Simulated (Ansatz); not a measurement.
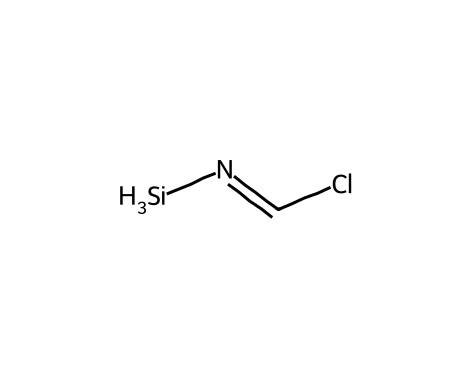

2D structure.

Question: Give its SMILES.

Answer: [SiH3]/N=C/Cl

Question: What is the molecular formula?

Answer: CH4ClNSi.

Question: An optimisation with PBE0-D4/def2-TZVP gave a structure of which point group?

Answer: Cs.

More results for the same structure follow; atom numbers are the same in all pictures, views and colours differ. The computed structure is the end point of a PBE0-D4/def2-TZVP optimisation.

### Shape

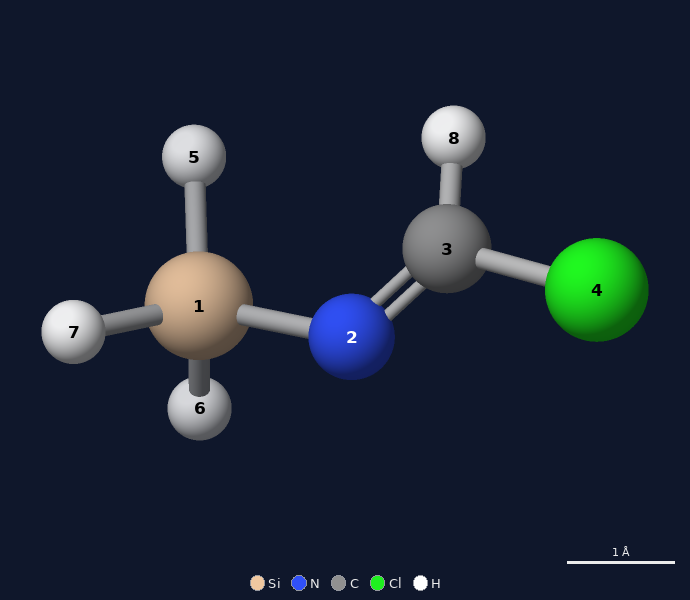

Numbered structure.

Question: What is the geometry at C3?

Answer: C3 has 3 neighbours (N2 at 1.24, Cl4 at 1.75, H8 at 1.09 Å); the arrangement is trigonal planar.

Question: Describe the coordination of atom 1.

Answer: Si1 has 4 neighbours (N2 at 1.74, H5 at 1.49, H6 at 1.48, H7 at 1.48 Å); the arrangement is tetrahedral.

Question: How are the neighbours of atom 2 arranged?

Answer: N2 has 2 neighbours (Si1 at 1.74, C3 at 1.24 Å); the arrangement is bent.

Question: What is the dihedral angle Si1–N2–C3–Cl4?

Answer: 180° in size, that is anti.

### Electronic properties

Method: RKS HSE06 (plane-wave form)-D4/def2-TZVPP (Ansatz 0.2.0).

Computed properties:

- HOMO energy (Kohn–Sham orbital): −7.59 eV
- LUMO energy (Kohn–Sham orbital): −1.55 eV
- HOMO–LUMO gap: 6.03 eV
- dispersion correction: −12.7 kJ/mol

### Charges

The questions are on Mulliken charges. Properties computed with RKS r2SCAN-D4/def2-TZVPP (Ansatz 0.2.0).

Question: Which atom carries the highest charge (most positive or least negative)?

Answer: Si1 (0.41 e).

Question: And the lowest?

Answer: N2 (−0.29 e).

List the Mulliken charges.

```json
{"atom": "Si1", "value (e)": "0.41"}
{"atom": "N2", "value (e)": "−0.29"}
{"atom": "C3", "value (e)": "0.08"}
{"atom": "Cl4", "value (e)": "−0.08"}
{"atom": "H5", "value (e)": "−0.08"}
{"atom": "H6", "value (e)": "−0.06"}
{"atom": "H7", "value (e)": "−0.06"}
{"atom": "H8", "value (e)": "0.09"}
```

### Dipole moment

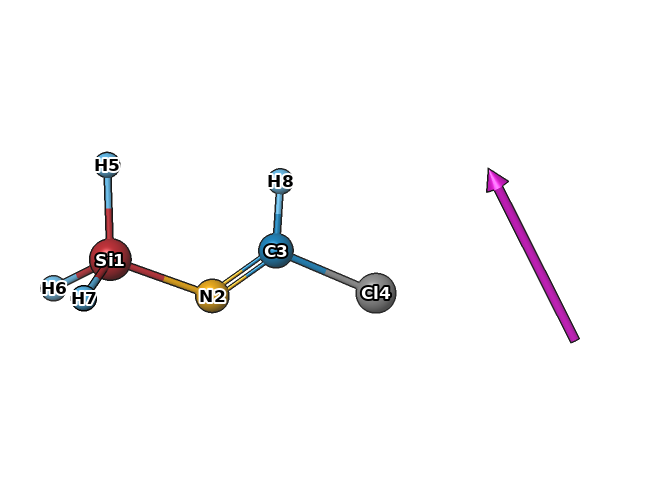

The arrow beside the molecule shows the direction of the dipole moment, from the negative to the positive end (its length means nothing). Method: RKS PBE-D4/def2-TZVPP (Ansatz 0.2.0).

Question: Estimate the dipole moment.

Answer: 1.70 D; it points from the side of Cl4 to the side of H5 (the outermost atoms at the two ends).

### Thermal motion

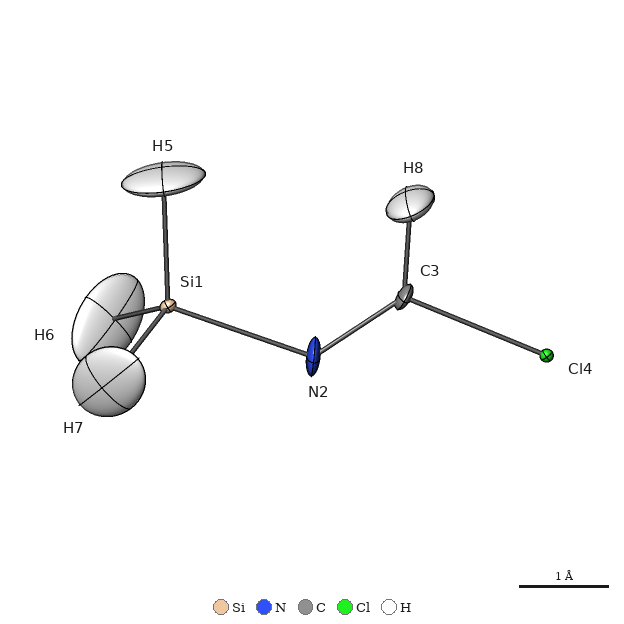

Displacement ellipsoids at the 50 % level, from the internal vibrations of the free molecule (harmonic, no overall translation or rotation; no half-axis is drawn under 0.075 Å). Vibrations computed with RKS PBE0-D4/def2-TZVP (Ansatz 0.2.0). Temperature: 600 K.

Question: Which atom has the largest mean-square displacement?

Answer: H6, H7, with U_eq = 0.0745 Å².

Question: Does H6 move more along its bond or across it?

Answer: Across it: the root-mean-square amplitude is 0.099 Å along the bond and up to 0.391 Å across, since bending and torsion are softer than stretching.

Give the displacement parameters, one line for each set of equivalent atoms.

```json
{"atom": "Si1", "U_eq (Å²)": "0.0023", "rms amplitudes (Å)": "0.035, 0.044, 0.062"}
{"atom": "N2", "U_eq (Å²)": "0.0159", "rms amplitudes (Å)": "0.040, 0.145, 0.159"}
{"atom": "C3", "U_eq (Å²)": "0.0096", "rms amplitudes (Å)": "0.044, 0.103, 0.127"}
{"atom": "Cl4", "U_eq (Å²)": "0.0020", "rms amplitudes (Å)": "0.040, 0.047, 0.048"}
{"atom": "H5", "U_eq (Å²)": "0.0688", "rms amplitudes (Å)": "0.091, 0.307, 0.323"}
{"atom": "H6, H7", "U_eq (Å²)": "0.0745", "rms amplitudes (Å)": "0.094, 0.250, 0.391"}
{"atom": "H8", "U_eq (Å²)": "0.0482", "rms amplitudes (Å)": "0.098, 0.184, 0.318"}
```

Mulliken values depend strongly on the basis set and can even reverse the polarity of a bond.
